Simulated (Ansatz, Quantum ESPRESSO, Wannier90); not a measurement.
# Ballistic channels from Wannier functions: zigzag Sc chain, bond 2.80 Å, width 0.8 Å, part 4 of 4

Wanted: localised orbitals and the quantum conductance of this wire: zigzag Sc chain, bond 2.80 Å, width 0.8 Å.

Quantum ESPRESSO 7.5 and Wannier90 3.1.0; plane-wave DFT, PBE, PseudoDojo norm-conserving pseudopotentials; cross-check by Ansatz 0.2.0 with PAW datasets.

So far. Step 6 (Wannier functions and transport): Bands and channels are those of the Wannier model: bands that were not projected, and all outside the frozen window, are missing or only approximate. Step 6 (Wannier functions and transport): At least 2 of the functions sit far from every atom, off the bonds: the outer window has let in states of the vacuum, so the basis is not the atomic one that was projected.

### Step 9. Wannier functions and transport, with dis_win_max − E_F = 4.0

Level of this step: maximally localised Wannier functions and ballistic conductance; plane-wave DFT, PBE, PseudoDojo norm-conserving pseudopotentials (Wannier90).

A sensitivity test on the input.

The input, wan_w.win:

```
num_wann = 18
num_bands = 35
num_iter = 200
num_print_cycles = 20
conv_tol = 1e-8
conv_window = 5
guiding_centres = true
dis_num_iter = 1500
dis_conv_tol = 1e-8
dis_win_min = -12.1151
dis_win_max = 2.8849
dis_froz_max = 0.3849
search_shells = 120
fermi_energy = -1.1151

transport = true
transport_mode = bulk
one_dim_axis = z
dist_cutoff = 16.0
dist_cutoff_mode = one_dim
tran_win_min = -4.0
tran_win_max = 2.0
tran_energy_step = 0.02

bands_plot = true
bands_num_points = 96
begin kpoint_path
G 0.0 0.0 0.0 Z 0.0 0.0 0.5
end kpoint_path

begin projections
Sc:s;p;d
end projections

begin unit_cell_cart
ang
  9.0000000000 0.0000000000 0.0000000000
  0.0000000000 8.0000000000 0.0000000000
  0.0000000000 0.0000000000 5.3665631460
end unit_cell_cart

begin atoms_frac
  Sc -0.0444444444 0.0000000000 0.0000000000
  Sc 0.0444444444 0.0000000000 0.5000000000
end atoms_frac

mp_grid = 1 1 6
begin kpoints
  0.0 0.0 0.0000000000
  0.0 0.0 0.1666666667
  0.0 0.0 0.3333333333
  0.0 0.0 0.5000000000
  0.0 0.0 0.6666666667
  0.0 0.0 0.8333333333
end kpoints
```

Launch:

```console
OMP_NUM_THREADS=1 wannier90.x wan_w > wan_w.run.log
```

Numbers of over 12 decimals in the logs are rounded to 6 here.

The program printed:

```text
[banner, memory and clock lines left out]
+---------------------------------------------------+
             |                                                   |
             |                   WANNIER90                       |
             |                                                   |
             +---------------------------------------------------+
             |                                                   |
             |        Welcome to the Maximally-Localized         |
             |        Generalized Wannier Functions code         |
[...]
|  Wannier90 Developer Group:                       |
             |    Giovanni Pizzi    (EPFL)                       |
             |    Valerio Vitale    (Cambridge)                  |
             |    David Vanderbilt  (Rutgers University)         |
             |    Nicola Marzari    (EPFL)                       |
             |    Ivo Souza         (Universidad del Pais Vasco) |
             |    Arash A. Mostofi  (Imperial College London)    |
             |    Jonathan R. Yates (University of Oxford)       |
[...]
|  For the full list of Wannier90 3.x authors,      |
             |  please check the code documentation and the      |
             |  README on the GitHub page of the code            |
[...]
|  [ref] "Wannier90 as a community code:            |
             |        new features and applications",            |
             |        165902 (2020).                             |
[...]
|  in any publications arising from the use of      |
[...]
|  [ref] "Maximally Localized Generalised Wannier   |
             |         Functions for Composite Energy Bands"     |
             |         N. Marzari and D. Vanderbilt              |
             |         Phys. Rev. B 56 12847 (1997)              |
[...]
|  [ref] "Maximally Localized Wannier Functions     |
             |         for Entangled Energy Bands"               |
             |         I. Souza, N. Marzari and D. Vanderbilt    |
             |         Phys. Rev. B 65 035109 (2001)             |
[...]
| Copyright (c) 1996-2020                           |
             |        The Wannier90 Developer Group and          |
             |        individual contributors                    |
[...]
|      Release: 3.1.0        5th March    2020      |
[...]
| This program is free software; you can            |
             | redistribute it and/or modify it under the terms  |
             | of the GNU General Public License as published by |
             | the Free Software Foundation; either version 2 of |
[...]
|                        Shell   # Nearest-Neighbours                        |
 |                        -----   --------------------                        |
 |                          1               2                                 |
 |                          4               2                                 |
 |                          7               2                                 |
[...]
| Completeness relation is fully satisfied [Eq. (B1), PRB 56, 12847 (1997)]  |
[...]
|                  b_k Vectors (Ang^-1) and Weights (Ang^2)                  |
 |                  ----------------------------------------                  |
 |            No.         b_k(x)      b_k(y)      b_k(z)        w_b           |
 |            ---        --------------------------------     --------        |
 |             1         0.000000    0.000000    0.195134    13.131225        |
 |             2         0.000000    0.000000   -0.195134    13.131225        |
 |             3         0.698132    0.000000    0.000000     1.025877        |
 |             4        -0.698132    0.000000    0.000000     1.025877        |
 |             5         0.000000    0.785398    0.000000     0.810569        |
 |             6         0.000000   -0.785398    0.000000     0.810569        |
[...]
|                           b_k Directions (Ang^-1)                          |
 |                           -----------------------                          |
 |            No.           x           y           z                         |
 |            ---        --------------------------------                     |
 |             1         0.000000    0.000000    0.195134                     |
 |             2         0.698132    0.000000    0.000000                     |
 |             3         0.000000    0.785398    0.000000                     |
[...]
Time to get kmesh              0.007 (sec)
 *============================================================================*
 |                              MEMORY ESTIMATE                               |
 |         Maximum RAM allocated during each phase of the calculation         |
 *============================================================================*
 |                        Disentanglement            1.11 Mb                  |
 |                            Wannierise:            0.60 Mb                  |
 |                          plot_wannier:            0.60 Mb                  |
 *----------------------------------------------------------------------------*

 Starting a new Wannier90 calculation ...

 Reading overlaps from wan_w.mmn

 Reading projections from wan_w.amn

 Time to read overlaps          0.027 (sec)

 *------------------------------- DISENTANGLE --------------------------------*
 +----------------------------------------------------------------------------+
 |                              Energy  Windows                               |
 |                              ---------------                               |
 |                   Outer:  -12.11510  to    2.88490  (eV)                   |
 |                   Inner:  -12.11510  to    0.38490  (eV)                   |
 +----------------------------------------------------------------------------+
 Error at k-point    1 ndimwin 16 num_wann 18
 Exiting.......
 dis_windows: Energy window contains fewer states than number of target WFs
[the rest left out]
[key lines of the parts left out:]
|  Fermi energy (eV)                         :            -1.115             |
```

Wall time 0.49 s (1 MPI rank of Arm Neoverse V2, shared host); peak memory 0.09 GiB.

The input was rejected at the start.

The outer window must hold at least num_wann states at every k: widen it, with enough bands computed to fill it.

### Step 10. The same in Ansatz

A second code with its own PAW datasets, on the same atoms.

Level of this step: plane-wave DFT, PBE, Ansatz PAW (Ansatz 0.2.0).

The input, input.yaml:

```yaml
crystal:
  lattice:
    - [9.0, 0.0, 0.0]
    - [0.0, 8.0, 0.0]
    - [0.0, 0.0, 5.366563146]
  atoms:
    - { symbol: Sc, position: [-0.0444444444, 0.0, 0.0] }
    - { symbol: Sc, position: [0.0444444444, 0.0, 0.5] }
kpoints:
  mp_grid: { grid: [1, 1, 12] }
hamiltonian:
  xc: pbe
scf:
  occupations: { method: fermi_dirac, width: 0.05 }
  convergence: { dr2_threshold: 1.0e-08 }
output:
  transmission:
    leads: [[0, 0]]
    e_range: [-4.0, 2.0]
    de: 0.05
    kmesh: [1, 1]
    reduced_basis: true
```

Launch:

```console
ansatz run input.yaml --threads 2 --pin off --max-ram 4096MiB --backend cpu --events-out ev --progress --plain --runs-dir out
```

The program printed:

```text
Engine: ansatz 0.2.0, aarch64-unknown-linux-gnu
Pseudopotentials: kind: paw
Pseudopotential: Sc, paw, valence charge 11, recommended cutoff 420 eV (normal), Sc.paw.azcp
Functional definition: PBE
  parameter kappa = 0.804
  parameter beta = 0.066725
  exchange = pbe_x(kappa = kappa, mu = beta*pi^2/3)
  correlation = pbe_c(beta = beta)
Crystal: 2 atoms, lattice volume = 386.393 Å³
Basis set: ecut = 420 eV, 7501 PW (Γ)
Bands: 15, of which v1, the nominal top of the filled ones, is band 11 counted from 1 (10 counted from 0)
Symmetry: 8 space group operations
Space group: Pmma (ITA 51), of the structure as read, at distance tolerance 7.3e-5 Å
k-points: 7 of 12
Non-local potential: Sc, projectors of the file, l = 0: 3, l = 1: 2, l = 2: 3, l = 3: 1
PAW form: soft (Blöchl's): semilocal exchange-correlation on the pseudo side does not see the compensation charge
PAW one-centre angular grid: Sc, 590 points (default); XC on 64 Gauss nodes
Initial density: superposition of atomic densities (neutral atoms: chi_scale 0, normalization atom), corrected by the library's trained network
Initial wavefunctions: pseudopotential atomic-orbital guess
Functional: x = pbe(κ = 0.804, μ = 0.219515), c = pbe(β = 0.066725)
SCF iter   1: F=—  HF=-4265.508818 eV  |F-HF|=—  |Δ(HF+E_count)|=         —  Δρ=3.68e-3  dr2=9.22e-2  ethr=1.77e-3  ⟨swp⟩=5.6  Hψ=546  notcnv=0
preconditioner: auto → LDOS  [metal: Δε(μ)=0.102 eV  Ē_g=1.203 eV  σ=0.050 eV  W_gap=0.45  n_scr=34 (ndim 8)  ℏωp=4.6 eV  f_vac=0.592  D(μ)=9.53/eV (n_scr^D=68)  β→1.0]
SCF iter   2: F=—  HF=-4265.508009 eV  |F-HF|=—  |Δ(HF+E_count)|=   8.09e-4  Δρ=1.99e-3  dr2=1.51e-2  ethr=4.19e-4  ⟨swp⟩=2.9  Hψ=217  notcnv=0
SCF iter   3: F=—  HF=-4265.509230 eV  |F-HF|=—  |Δ(HF+E_count)|=   1.22e-3  Δρ=1.15e-3  dr2=7.44e-3  ethr=6.85e-5  ⟨swp⟩=2.0  Hψ=203  notcnv=0
SCF iter   4: F=—  HF=-4265.507863 eV  |F-HF|=—  |Δ(HF+E_count)|=   1.37e-3  Δρ=2.59e-4  dr2=7.97e-4  ethr=3.38e-5  ⟨swp⟩=2.6  Hψ=175  notcnv=0
SCF iter   5: F=—  HF=-4265.507801 eV  |F-HF|=—  |Δ(HF+E_count)|=   6.18e-5  Δρ=9.33e-5  dr2=5.13e-5  ethr=3.62e-6  ⟨swp⟩=2.0  Hψ=135  notcnv=0
SCF iter   6: F=—  HF=-4265.507810 eV  |F-HF|=—  |Δ(HF+E_count)|=   8.47e-6  Δρ=3.57e-5  dr2=4.77e-6  ethr=2.33e-7  ⟨swp⟩=3.0  Hψ=218  notcnv=0
SCF iter   7: F=—  HF=-4265.507873 eV  |F-HF|=—  |Δ(HF+E_count)|=   6.31e-5  Δρ=1.14e-5  dr2=5.21e-7  ethr=2.17e-8  ⟨swp⟩=2.0  Hψ=180  notcnv=0
SCF iter   8: F=—  HF=-4265.507873 eV  |F-HF|=—  |Δ(HF+E_count)|=   1.53e-7  Δρ=3.70e-6  dr2=8.38e-8  ethr=2.37e-9  ⟨swp⟩=2.0  Hψ=174  notcnv=0
SCF iter   9: F=—  HF=-4265.507873 eV  |F-HF|=—  |Δ(HF+E_count)|=   4.79e-8  Δρ=1.38e-6  dr2=1.35e-8  ethr=3.81e-10  ⟨swp⟩=2.0  Hψ=175  notcnv=0
SCF iter  10: F=-4265.507873 eV  HF=-4265.507873 eV  |F-HF|=5.35e-10  |Δ(HF+E_count)|=   5.76e-9  Δρ=4.49e-7  dr2=1.23e-9  ethr=4.55e-11  ⟨swp⟩=2.7  Hψ=267  notcnv=0
SCF 1 converged in 10 iterations: F = -4265.507873 eV  dr2 = 1.23e-9
  greatest PAW one-centre occupation: 0.998 electrons in one spin orbital (limit 2), on the Sc atom at site 1 (counted from 0), in its partial waves of l = 0
transmission: 7 of 42 steps passed
transmission: 14 of 42 steps passed
[...]
transmission: 42 of 42 steps passed
SCF converged after 10 iterations
Free energy (F): -4265.507873 eV
Harris-Foulkes:  -4265.507873 eV  (|F-HF|=5.35e-10)
Internal energy: -4265.422445 eV  (E = F + TS)
E sigma→0 (E₀):  -4265.465159 eV
Entropy (-TS):   -0.085429 eV (-42.714 meV/atom)
Fermi energy:    -1.114687 eV
--- Per-component energies (eV) ---
  E_band       = -573.925381
  E_kinetic    = 519.553943
  E_local      = -4103.497859  (includes V_loc(G=0)·N_el)
  E_nonlocal   = 175.284879
  E_hartree    = 1661.212287
  E_xc         = -203.129531
  E_vxc        = -250.820232  (∫ρ·V_xc dr)
  E_paw        = -1913.949395  (= ΣΔE_a)
  E_vpaw       = -236.870108  (= ΣTr[D̂ρ^β])
  E_aug_tail   = 0.000021  (compensation charges beyond the density's cutoff)
  E_ewald      = -400.896788
  E_smearing   = -0.085429  (= −TS)
  E_closure    = 0.000000  (closes the sum)
  Σ components = -4265.507873   (vs F -4265.507873, Δ=0.00e0)
--- Band table (eV; the first three rows and the last of 7) ---
  k-point 0: bands = [... 7 lower, -29.1466, -3.6056, -1.3130, -0.9341, -0.7385, -0.7145, -0.4893, -0.4615]
  k-point 1: bands = [... 7 lower, -29.1581, -3.5590, -1.3052, -1.0055, -0.7480, -0.7284, -0.4613, -0.4034]
  k-point 2: bands = [... 7 lower, -29.1921, -3.4205, -1.2799, -1.1341, -0.8423, -0.6711, -0.4598, -0.3820]
  k-point 6: bands = [... 7 lower, -29.4873, -2.0457, -2.0457, -1.2823, -1.2823, -0.9448, -0.9448, -0.1051]
--- Transmission ---
  basis      : 629 plane waves across, 7 finite elements along
  points     : 1, standing for a mesh of 1 x 1
  energies   : 121 from -4.000000 to 2.000000 eV about the Fermi level, 0.050000 eV apart; the leads are filled to 0.000000 eV, and channels, transmission and decay are at 0.000000 eV
  crystal 0  : Sc2, at the sites [0, 0], period 5.3666 Å: whole cells are its period
    offset         : up to 0.0000 Å between an atom of the period and one for which it stands
    channels       : 4.000000e0 a spin
    conductance    : none, the energies end too early or step too widely for 300 K: set another output.transmission.e_range or a lower de, or, where they end at an eighth of basis.ecutwfc, a higher one
```

Run time: 46 s. Hardware: 2 threads; peak memory 0.57 GiB.

Read from the output:

```
free energy                                : -4265.5079 eV
energy at zero smearing                    : -4265.4652 eV
smearing term TS                           : 0.08543 eV
Fermi energy                               : -1.115 eV
symmetry operations                        : 8
lead channels at the Fermi level, one spin : 4
```

Per spin. Table of open channels by energy, zero at the Fermi level:

| energy (eV) | open channels |
| --- | --- |
| -2.500 | 0 |
| -2.000 | 1 |
| -1.500 | 1 |
| -1.000 | 1 |
| -0.500 | 1 |
| 0.000 | 4 |
| 0.500 | 3 |
| 1.000 | 4 |
| 1.500 | 2 |
| 2.000 | 0 |

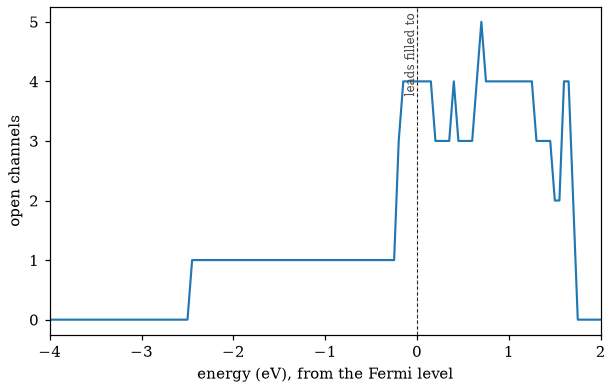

Open channels, plotted against energy.

### Step 11. A check by hand

4 channels × 77.48 µS = 310 µS, a two-terminal resistance of 12.906/4 = 3.23 kΩ whatever the wire's length, as long as nothing scatters.

### Step 12. Summary of results

```json
{
  "open channels at the Fermi level, per spin": "4",
  "total spread": "39.8 Å²",
  "gauge-invariant spread": "32.0 Å²",
  "largest band misfit in the frozen window": "0.0245 eV",
  "channels at the Fermi level by Ansatz": "4"
}
```

**Reading.** The wire offers 4 channels per spin at the Fermi level. Between -4 and 1.5 eV the channel count from Wannier functions equals that from Ansatz's layer matching at 99 % of the energies; outside the frozen window the Wannier bands are not held to the plane-wave ones. Each plane-wave level in the frozen window has a Wannier level within 0.03 eV; this test doesn't see extra bands that a model may add. At least one function lies in the vacuum, so the spreads don't describe atomic orbitals, though the frozen bands are still reproduced. The wire is perfect, so the conductance only counts bands: each channel, with its partner of the other spin, carries G₀ = 2e²/h. It was run without spin polarisation, which was not tested.

[Logs are printed without paths, hosts, clocks, repeated set-up lines and the standing remarks that a program may print on its own settings, such as how far it seeks lower states.]

[Hosts, paths, dates, database ids (printed as entryN), source tags and the programs' standing remarks are cut or masked in the printed files.]

[Maps of the electrostatic potential energy from Ansatz leave out the sawtooth potential of an applied field or a dipole correction, so their vacuum need not be flat; planar profiles and work functions include it.]
